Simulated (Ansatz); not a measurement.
H$_{7}$N$_{3}$SSi···H$_{2}$

The calculation's input:

```
crystal:
  periodic: [false, false, false]
  atoms:
    - { symbol: Si, position_ang: [0.024899, -0.608881, -0.311915] }
    - { symbol: H, position_ang: [0.862063, 0.772024, 1.815165] }
    - { symbol: "N", position_ang: [1.632924, -0.013234, -0.595533] }
    - { symbol: H, position_ang: [2.408583, -0.674062, -0.55199] }
    - { symbol: H, position_ang: [1.773169, 0.674519, -1.337868] }
    - { symbol: "N", position_ang: [-0.930374, 0.83682, -0.216694] }
    - { symbol: H, position_ang: [-1.928944, 0.736927, -0.030296] }
    - { symbol: H, position_ang: [-0.544256, 1.625136, 0.302986] }
    - { symbol: "N", position_ang: [-0.912124, -1.579964, -1.424764] }
    - { symbol: H, position_ang: [-0.556582, -2.505537, -1.667416] }
    - { symbol: H, position_ang: [-1.227083, -1.107387, -2.274963] }
    - { symbol: S, position_ang: [0.321113, -1.927058, 1.382663] }
    - { symbol: H, position_ang: [-0.586358, -2.814665, 0.899106] }
    - { symbol: H, position_ang: [0.992471, 0.38146, 2.39712] }
basis:
  gaussian: { orbitals: "6-31G*" }
hamiltonian:
  xc: pbe
relax:
  f_tol: 0.03
  max_steps: 50
output:
  orbitals: {}
```

Launched as:

```sh
ansatz run input.yaml --threads 2 --pin off --max-ram 3072MiB --backend cpu --events-out ev --progress --plain --runs-dir out
```

The fields are those of the run's last geometry, not of the input's.

Level of theory: Ansatz 0.2.0, RKS PBE/6-31G*.

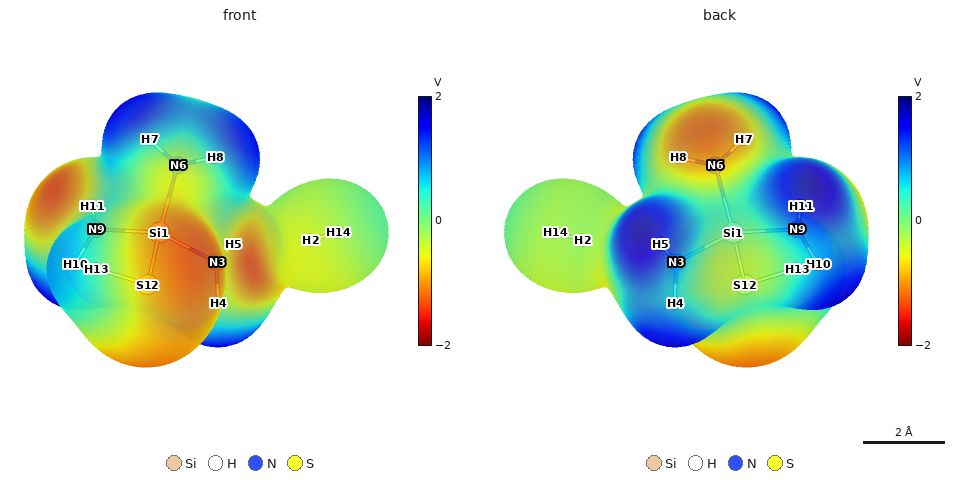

Figure 1. The molecular electrostatic potential painted on the density surface at 0.002 e/bohr³, seen from the front and from behind; red is negative and blue positive.

Question: Which sites attract a positive test charge, and which a negative one?

Answer: A positive charge is drawn to the negative regions and a negative charge to the positive ones. The most negative region (about −1.3 V) lies over N9 and S12, the most positive (about +1.7 V) over H4, H5, H10 and H11.

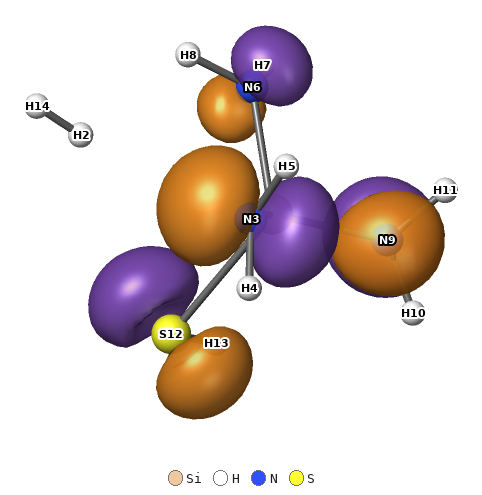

Figure 2. The HOMO at ±0.15 Å⁻³ᐟ² (orange and purple are the two phases), seen at an oblique angle.

Question: Describe this orbital and give its energy.

Answer: Its weight (Hirshfeld) is mainly on N3 (about 30 %), N9 (about 25 %), S12 (about 20 %) and N6 (about 10 %); largely a combination of lone pairs on N3, N9, S12 and N6. Its energy is −5.42 eV.

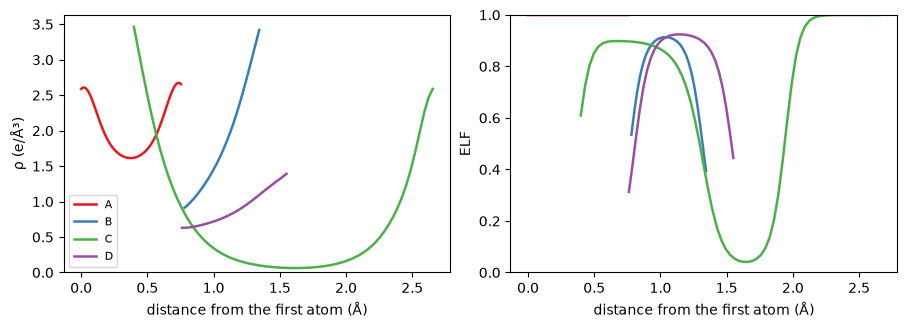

Figure 3. Electron density and ELF along straight lines between neighbouring atoms. The curves leave out the atomic cores.

Question: Which curve belongs to which contact (H–H, N–H, Si–N and Si–S)? The first atom named is at distance zero.

Answer: Curve A: H–H (0.75 Å): the density is about 1.6 e/Å³ at the midpoint; the ELF peaks at about 1 between the atoms. Curve B: Si–N (1.73 Å): ρ at the midpoint is about 1.1 e/Å³; the ELF peaks at about 0.90 between the atoms; a shared but strongly polarised pair. Curve C: N3···H2 (2.65 Å): the density falls to about 0.06 e/Å³ on the way; the ELF dips to about 0.05 between them; a non-bonded, intermolecular contact. Curve D: Si–S (2.18 Å): the density is about 0.78 e/Å³ at the midpoint; the ELF peaks at about 0.90 between the atoms, as expected for localised, covalent bonding.
